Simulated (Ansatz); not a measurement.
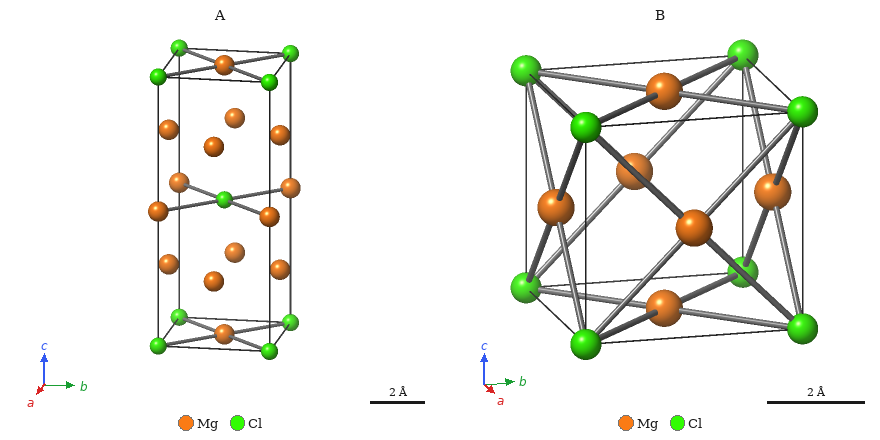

Two structures of Mg3Cl, each relaxed to rest (conventional cells in solid outline, small ones repeated, not to one scale). Method: Ansatz, DFT PBE, scalar-relativistic, plane waves, PAW, without spin polarisation.

### Name structures A and B.

A: 8 atoms a cell on a body-centred tetragonal lattice, I4/mmm. B: Cu₃Au (L1₂) type, Pm-3m.

### A or B: which is lower in energy?

A is lower, by 103 meV/atom at this level of theory (energies at zero smearing). Volumes: A 24.0, B 25.3 Å³/atom.

One or both may be structure types tried for this composition rather than known phases.
